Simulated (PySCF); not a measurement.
# CAM-B3LYP/6-31G(d) (spherical functions) run of CH4AlClS (SMILES C[S][AlH][Cl])

What is the vertical ionisation energy of CH4AlClS at CAM-B3LYP/6-31G* (spherical functions)? Input form: a Python script.

Program for the calculation: PySCF 2.14.0.

## Step 1: Starting point

CH4AlClS: 8 atoms, total charge 0, spin state singlet. As SMILES, `C[S][AlH][Cl]`. Geometry: relaxed at PBE0-D4/def2-TZVP. This is one conformer, not always the lowest.

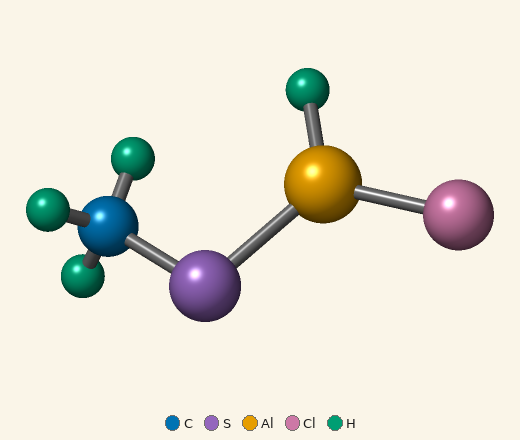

The structure, seen from a chosen angle (carbon blue, sulfur purple, aluminium amber, chlorine pink, hydrogen teal).

## Step 2: The energy at CAM-B3LYP/6-31G(d) (spherical functions)

start.xyz

```xyz
8

C     -1.003900     0.824800    -0.567300
S     -0.818100    -0.960900    -0.245100
Al     1.154600    -0.986000     0.629500
Cl     1.941400    -2.829900     1.225800
H     -0.123700     1.389800    -0.258700
H     -1.163400     0.971100    -1.634500
H     -1.870600     1.189500    -0.018200
H      1.975600     0.344400     0.812700
```

input.py

```python
from pyscf import gto, dft

system = gto.M(
    atom='start.xyz',
    verbose=3,
    basis='6-31g*',
    max_memory=1860,
)

mf = dft.RKS(system)
mf.xc = 'cam-b3lyp'
mf.grids.level = 2
mf.conv_tol = 1e-10
mf.kernel()
if not mf.converged:
    mf = mf.newton().run(mf.mo_coeff, mf.mo_occ)

e_tot = mf.e_tot
print('E(%s) = %.9f' % ('CAM-B3LYP', e_tot))
```

Started as:

```bash
$ OMP_NUM_THREADS=1 python input.py
```

The log of the run:

```text
converged SCF energy = -1141.37648463739
E(CAM-B3LYP) = -1141.376484637
```

It took 19 s on 1 thread of Arm Neoverse V1, shared host; peak memory 0.34 GiB.

## Step 3: The doublet cation

input.py

```python
from pyscf import gto, dft

molecule = gto.M(
    atom='''
C     -1.003900     0.824800    -0.567300
S     -0.818100    -0.960900    -0.245100
Al     1.154600    -0.986000     0.629500
Cl     1.941400    -2.829900     1.225800
H     -0.123700     1.389800    -0.258700
H     -1.163400     0.971100    -1.634500
H     -1.870600     1.189500    -0.018200
H      1.975600     0.344400     0.812700
''',
    max_memory=1860,
    charge=1,
    spin=1,
    basis='6-31g*',
    verbose=3,
)

myscf = dft.UKS(molecule, xc='cam-b3lyp')
myscf.grids.level = 2
myscf.conv_tol = 1e-10
myscf.kernel()
if not myscf.converged:
    myscf = myscf.newton().run(myscf.mo_coeff, myscf.mo_occ)

etot = myscf.e_tot
print('E(%s) = %.9f' % ('CAM-B3LYP', etot))
```

Started as:

```bash
$ OMP_NUM_THREADS=1 python input.py
```

The log of the run:

```text
WARN: HOMO -0.306707126793234 >= LUMO -0.306707126793233

converged SCF energy = -1141.02437809919  <S^2> = 0.75362568  2S+1 = 2.0036224
E(CAM-B3LYP) = -1141.024378099
```

Run time: 28 s. Hardware: 1 thread of Arm Neoverse V1, shared host; peak memory 0.35 GiB.

## Step 4: Outcome

Level: CAM-B3LYP/6-31G* (spherical functions).

| quantity | value |
| --- | --- |
| singlet CH4AlClS: total energy | -1141.37648 Eh |
| singlet CH4AlClS: dipole moment | 2.88 D |
| singlet CH4AlClS: HOMO energy | -8.63 eV |
| singlet CH4AlClS: LUMO energy | -0.15 eV |
| singlet CH4AlClS: HOMO–LUMO gap | 8.48 eV |
| doublet cation: total energy | -1141.02438 Eh |
| doublet cation: HOMO energy (highest over α and β) | -14.89 eV |
| doublet cation: LUMO energy (lowest over α and β) | -10.55 eV |
| doublet cation: ⟨S²⟩ | 0.754 |
| vertical ionisation energy (to the doublet cation) | 9.581 eV |

**Reading.** The vertical ionisation energy comes to 9.58 eV (221 kcal/mol). −ε(HOMO) before ionisation, 8.63 eV, is 0.95 eV below this ionisation energy. Mulliken charges (doublet cation) run from -0.70 on C1 to +0.47 on Al3.
